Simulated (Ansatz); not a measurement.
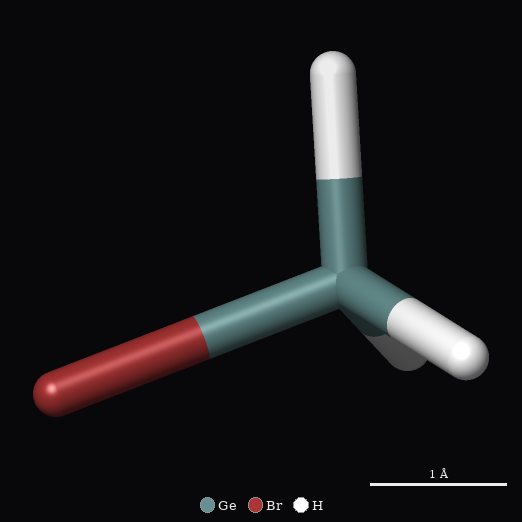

The picture shows a molecular structure as a stick model.

The computed structure is the end point of a PBE0-D4/def2-TZVP optimisation.

**Count the atoms of each element.**

BrGeH3, 5 atoms: 1 bromine, 1 germanium and 3 hydrogen.

**Count the bonded pairs by element.**

3 Ge–H, 1 Br–Ge.

**What is its SMILES?**

[GeH3][Br]

The parts below concern this one geometry. Atoms keep their numbers from picture to picture.

## Geometry

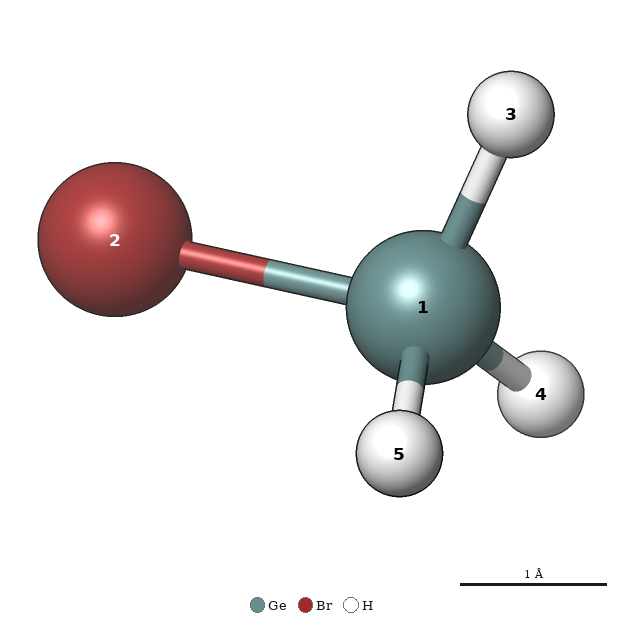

Numbered structure.

Give the bond lengths.

```csv
bond,length (Å)
Ge1–Br2,2.309
Ge1–H3,1.532
Ge1–H4,1.532
Ge1–H5,1.532
```

## Electronic properties

Properties computed with RKS CAM-B3LYP-D4/def2-TZVPP (Ansatz 0.2.0).

Computed properties:

- HOMO energy (Kohn–Sham orbital): −9.57 eV
- LUMO energy (Kohn–Sham orbital): 0.37 eV
- HOMO–LUMO gap: 9.94 eV

## Vibrations

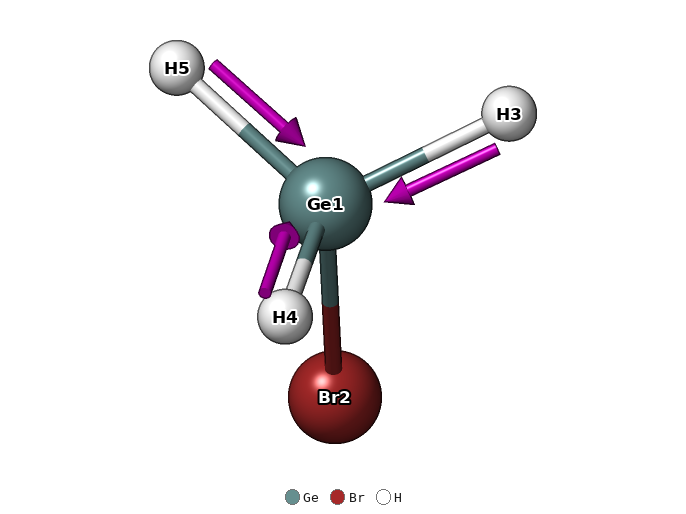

The arrows show one normal mode. Harmonic vibrations computed with RKS PBE0-D4/def2-TZVP (Ansatz 0.2.0) at a stationary point of the same level.

**What kind of motion is it?**

Mostly in-phase stretching of 3 Ge–H bonds.

**At what wavenumber does it lie?**

2177 cm⁻¹; it is mode 7 of 9 counted from the lowest.

## Charges

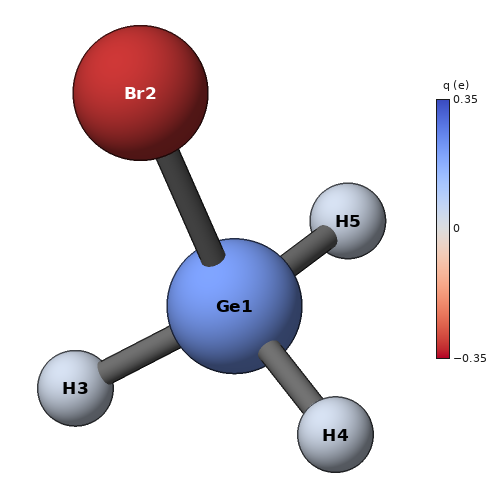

Atoms are coloured by their Mulliken charges. Properties computed with RKS PBE0-D4/def2-TZVP (Ansatz 0.2.0).

List the Mulliken charges.

| atom | value (e) |
| --- | --- |
| Ge1 | 0.21 |
| Br2 | −0.31 |
| H3 | 0.03 |
| H4 | 0.03 |
| H5 | 0.03 |

Mulliken values depend strongly on the basis set and can even reverse the polarity of a bond.
